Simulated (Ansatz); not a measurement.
# BSiH5 (boranylsilane): levels of theory compared

Wanted: a comparison of 6 runs (BHLYP/STO-3G, UB3LYP/STO-3G, UPBE0/STO-3G, CCSDTQ/STO-3G, CCSD(T)/STO-3G, FCI/STO-3G) of BSiH5 (boranylsilane). 

The calculation is run with Ansatz 0.2.0.

47 further runs of the same task are left out: 47 set aside as unsound or not needed.

### 1 Starting point

The species is BSiH5 (7 atoms), meant as a singlet with charge 0. SMILES: `B[SiH3]`. The H4–B1 distance was set to 2.390 Å, away from the relaxed value. At this shape a bond of the SMILES string is far longer than usual.

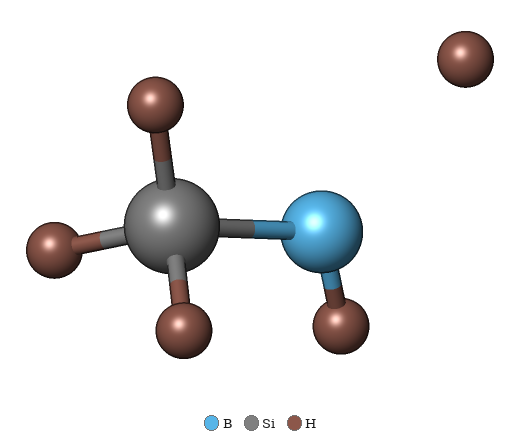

The structure, seen from a chosen angle (boron blue, silicon grey, hydrogen brown).

### 2 The energy at BHLYP/STO-3G (run 1)

The input, in.yaml:

```yaml
crystal:
  periodic: [false, false, false]
  atoms:
    - {symbol: B, position_ang: [-0.992810, -0.475492, 0.073199]}
    - {symbol: Si, position_ang: [-0.860510, 1.498808, -0.279601]}
    - {symbol: H, position_ang: [-2.075610, -0.977092, 0.158999]}
    - {symbol: H, position_ang: [0.906400, -1.902500, 0.335400]}
    - {symbol: H, position_ang: [-1.565610, 1.806908, -1.558301]}
    - {symbol: H, position_ang: [-1.573210, 2.230208, 0.808499]}
    - {symbol: H, position_ang: [0.524890, 2.032308, -0.370601]}
basis:
  gaussian:
    orbitals: STO-3G
hamiltonian:
  xc: {name: BHLYP}
accuracy: high
```

Started as:

```
$ ansatz run in.yaml --threads 1 --pin off --max-ram 2610MiB --events-out events.jsonl --progress --plain --runs-dir runs
```

Standard output:

```text
Warning: RAYON_NUM_THREADS=1 ignored (pool sized by the plan → 1); use --threads N
Functional definition: BHLYP
  name "BHLYP"
  parameter a = 0.5
  exchange = (1 - a)*b88_x + a*exact_x
  correlation = lyp_c
334 factors; integrals over basis functions are off by at most 1.5e-8 eV
mean field evaluation 1: about -8523.7095 eV, gradient 2.2e1 eV
mean field evaluation 2: about -8520.3885 eV, gradient 3.0e1 eV
mean field evaluation 4: about -8527.4967 eV, gradient 8.2e-1 eV
mean field evaluation 8: about -8527.4299 eV, gradient 1.9e-2 eV
mean field evaluation 16: about -8527.4299 eV, gradient 9.0e-8 eV
mean field -8527.42990833 eV, -313.3772690315 hartree, gradient 2.8e-8 eV, S^2 0.000000; 0 other end points of the search recorded, 0 dependent functions left out
reference -8527.42992946 eV, -313.3772698081 hartree; 12, 12 occupied and 7, 7 virtual orbitals, 334 factors
Total energy: -8527.42992946 eV, -313.3772698081 hartree
```

Run time: 1.1 s. Hardware: 1 thread of Arm Neoverse V2, shared host; peak memory 0.098 GiB.

### 3 A single-point energy at UB3LYP/STO-3G (run 2)

The input, molecule.yaml:

```yaml
basis:
  gaussian: {orbitals: STO-3G}
crystal:
  periodic: [false, false, false]
  atoms:
    - symbol: B
      position_ang: [-0.992810, -0.475492, 0.073199]
    - symbol: Si
      position_ang: [-0.860510, 1.498808, -0.279601]
    - symbol: H
      position_ang: [-2.075610, -0.977092, 0.158999]
    - symbol: H
      position_ang: [0.906400, -1.902500, 0.335400]
    - symbol: H
      position_ang: [-1.565610, 1.806908, -1.558301]
    - symbol: H
      position_ang: [-1.573210, 2.230208, 0.808499]
    - symbol: H
      position_ang: [0.524890, 2.032308, -0.370601]
accuracy: high
magnetization: {spin_polarized: true, initial_magnetization: 0}
hamiltonian: {xc: {name: B3LYP}}
```

Started as:

```
$ ansatz run molecule.yaml --threads 1 --pin off --max-ram 2610MiB --events-out events.jsonl --progress --plain --runs-dir runs
```

Standard output:

```text
Warning: RAYON_NUM_THREADS=1 ignored (pool sized by the plan → 1); use --threads N
Functional definition: B3LYP
  name "B3LYP"
  parameter a0 = 0.2
  parameter ax = 0.72
  parameter ac = 0.81
  exchange = (1 - a0 - ax)*slater_x + ax*b88_x + a0*exact_x
  correlation = (1 - ac)*vwn_rpa_c + ac*lyp_c
334 factors; integrals over basis functions are off by at most 1.5e-8 eV
mean field evaluation 1: about -8525.1909 eV, gradient 1.7e1 eV
mean field evaluation 2: about -8517.1529 eV, gradient 2.4e1 eV
mean field evaluation 4: about -8528.8493 eV, gradient 4.2e0 eV
mean field evaluation 8: about -8529.0232 eV, gradient 3.2e-2 eV
mean field evaluation 16: about -8528.9267 eV, gradient 5.5e-7 eV
mean field evaluation 32: about -8529.2570 eV, gradient 1.7e-8 eV
mean field -8529.25703531 eV, -313.4444147096 hartree, gradient 3.4e-8 eV, S^2 0.560913; 3 other end points of the search recorded, 0 dependent functions left out
reference -8529.25706616 eV, -313.4444158434 hartree; 12, 12 occupied and 7, 7 virtual orbitals, 334 factors
Total energy: -8529.25706616 eV, -313.4444158434 hartree
```

It took 4.8 s on 1 thread of Arm Neoverse V2, shared host; peak memory 0.14 GiB.

Runs 3 to 5 aren't shown in full; the table further down has their settings and results.

### 4 A single-point energy at FCI/STO-3G (run 6)

The input, molecule.yaml:

```yaml
crystal:
  periodic: [false, false, false]
  atoms:
    - {symbol: B, position_ang: [-0.992810, -0.475492, 0.073199]}
    - {symbol: Si, position_ang: [-0.860510, 1.498808, -0.279601]}
    - {symbol: H, position_ang: [-2.075610, -0.977092, 0.158999]}
    - {symbol: H, position_ang: [0.906400, -1.902500, 0.335400]}
    - {symbol: H, position_ang: [-1.565610, 1.806908, -1.558301]}
    - {symbol: H, position_ang: [-1.573210, 2.230208, 0.808499]}
    - {symbol: H, position_ang: [0.524890, 2.032308, -0.370601]}
basis:
  gaussian:
    orbitals: STO-3G
total_charge: 0
correlation:
  method: fci
  frozen_orbitals: {B: 1, H: 0, Si: 5}
accuracy: high
```

Started as:

```
$ ansatz run molecule.yaml --threads 1 --pin off --max-ram 2610MiB --events-out events.jsonl --progress --plain --runs-dir runs
```

Standard output:

```text
Warning: RAYON_NUM_THREADS=1 ignored (pool sized by the plan → 1); use --threads N
Functional definition: HF
  name "HF"
  exchange = exact_x
  correlation = 0
334 factors; integrals over basis functions are off by at most 1.5e-8 eV
mean field evaluation 1: about -8501.6054 eV, gradient 2.1e1 eV
mean field evaluation 2: about -8501.6015 eV, gradient 2.1e1 eV
mean field evaluation 4: about -8505.4388 eV, gradient 2.2e0 eV
mean field evaluation 8: about -8505.4710 eV, gradient 5.7e-2 eV
mean field -8505.47102636 eV, -312.5702950035 hartree, gradient 5.5e-9 eV, S^2 0.000000; 0 other end points of the search recorded, 0 dependent functions left out; unrestricted orbitals would lower it
mean field evaluation 16: about -8506.3702 eV, gradient 1.0e1 eV
unrestricted determinant -8507.95696591 eV, -312.6616515968 hartree, S^2 0.8831
6 core orbitals not correlated: weight in the atoms' cores, before any rotation towards them, 1.000 or more for the frozen orbitals, at most 0.000 for the correlated occupied ones
reference -8505.47102636 eV, -312.5702950035 hartree; 6, 6 occupied and 7, 7 virtual orbitals, 334 factors
state -8511.10932614 eV, -312.7774986986 hartree
Total energy: -8511.10932614 eV, -312.7774986986 hartree
```

Wall time 14 s (1 thread of Arm Neoverse V2, shared host); peak memory 0.28 GiB.

### 5 All runs side by side

| run | level | frozen core orbitals | energy (Eh) | wall time |
| --- | --- | --- | --- | --- |
| 1 | BHLYP/STO-3G | – | -313.377270 | 1.1 s |
| 2 | UB3LYP/STO-3G | – | -313.444416 | 4.8 s |
| 3 | UPBE0/STO-3G | – | -313.263077 | 4.5 s |
| 4 | CCSDTQ/STO-3G | 6 | -312.777495 | 4.5 s |
| 5 | CCSD(T)/STO-3G | 6 | -312.776678 | 0.12 s |
| 6 | FCI/STO-3G | 6 | -312.777499 | 14 s |

### 6 Summary of results

| quantity | value |
| --- | --- |
| run 6: total energy | -312.77750 Eh |
| run 6: correlation energy (6 core orbitals frozen) | -207.2 mEh |

Against full CI in this basis: CCSDTQ +0.0 mEh; CCSD(T) +0.8 mEh. Totals of different functionals can't be ranked against each other. In runs 4, 5 the log says that unrestricted orbitals would lower the reference, so the values rest on an unstable closed-shell determinant (other closed-shell runs at this shape may share the fault). In runs 1, 2, 3, 4, 5, 6 the basis is minimal, so the values are rough. Spin contamination of the reference: run 3 ⟨S²⟩ = 0.66, run 2 ⟨S²⟩ = 0.56. Where it is this large, the reference is a mixture of spin states, and values that rest on it are in doubt. All runs together took 29 s, the longest 14 s.
